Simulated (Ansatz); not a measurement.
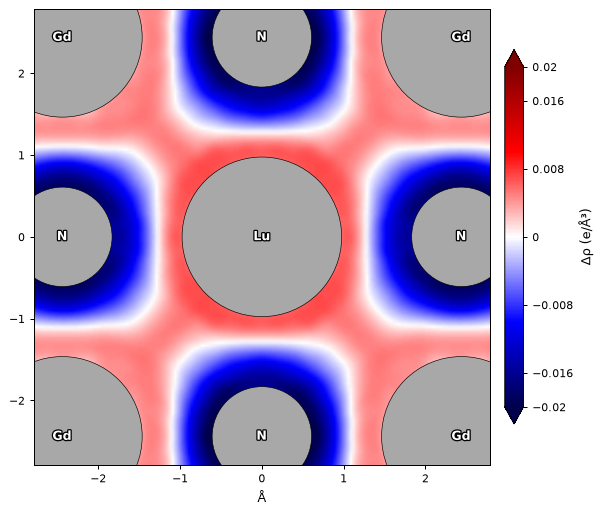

GdLuN2. Difference of the valence pseudo-densities of two functionals at the same geometry, on the (110) plane of the calculation cell: one of PBE and r2SCAN less the other.

Space group P4/mmm; a structure generated by program, which may or may not match a known phase; spin-polarised.

Both computed with Ansatz (plane waves, PAW), on the same k-point mesh. Grey discs cover the atomic cores.

Which was subtracted from which, and what does the map show?

It is PBE less r2SCAN. Against r2SCAN, PBE gives more density around Lu (+0.006 e/Å³ on average at 1.2 Å from the nucleus), more density around Gd (+0.005 e/Å³ on average at 1.2 Å from the nucleus), less density around N (−0.016 e/Å³ on average at 0.8 Å from the nucleus) and less density in the space between the atoms (−0.012 e/Å³ on average).
